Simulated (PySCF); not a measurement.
Consider C8H20O4Si.

```xyz
33

C     2.5211   -1.4527   -1.4641
C     2.0375   -0.0457   -1.7483
O     1.4721    0.5567   -0.6036
Si   -0.0369    0.2460   -0.0267
O    -0.3517    1.3535    1.1444
C    -0.0260    2.7262    1.0771
C     1.3352    3.0014    1.6769
O    -1.0474    0.3086   -1.3217
C    -2.4067   -0.0700   -1.2922
C    -2.9988    0.0851   -2.6722
O    -0.2366   -1.2363    0.6558
C     0.2226   -1.6245    1.9323
C    -0.6954   -2.6800    2.5018
H     3.2493   -1.4490   -0.6386
H     3.0062   -1.8856   -2.3525
H     1.6822   -2.1048   -1.1758
H     2.8793    0.5916   -2.0644
H     1.3024   -0.0496   -2.5729
H    -0.8093    3.2734    1.6280
H    -0.0604    3.0849    0.0319
H     2.1126    2.4697    1.1089
H     1.3713    2.6594    2.7225
H     1.5590    4.0792    1.6567
H    -2.9576    0.5582   -0.5672
H    -2.4965   -1.1148   -0.9446
H    -4.0607   -0.2036   -2.6755
H    -2.4628   -0.5489   -3.3943
H    -2.9196    1.1290   -3.0110
H     0.2649   -0.7486    2.6038
H     1.2515   -2.0194    1.8437
H    -0.7457   -3.5507    1.8309
H    -1.7143   -2.2811    2.6199
H    -0.3372   -3.0187    3.4858
```

Geometry: PBE0-D3(BJ)/def2-SVP.

These are results of PySCF 2.14.0, PBE0/pcSseg-1, SCF density, gas phase, non-relativistic, not measurements.

**What can the converged electron density and electron localisation function tell about the bonding?**

C–C (1.51 Å): the density is about 1.7 e/Å³ at the midpoint; the ELF peaks at about 0.95 between the atoms (localised, covalent bonding).
C–H (1.10 Å): the density is about 1.9 e/Å³ at the midpoint; the ELF climbs to about 1 towards the hydrogen, as it does in any bond to H: a covalent bond by its length.

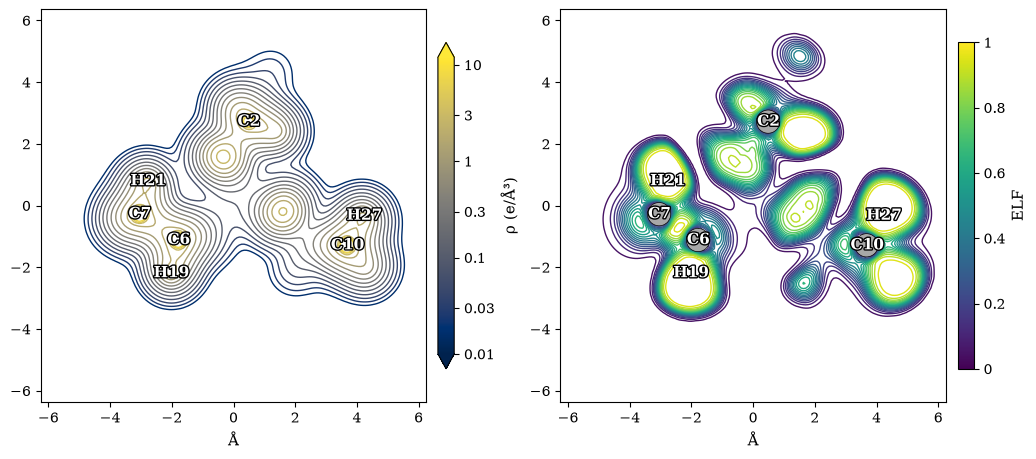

Computed electron density and electron localisation function on the plane of atoms C7, C6 and H19, in this order. Grey discs cover the atomic cores in the ELF map. 
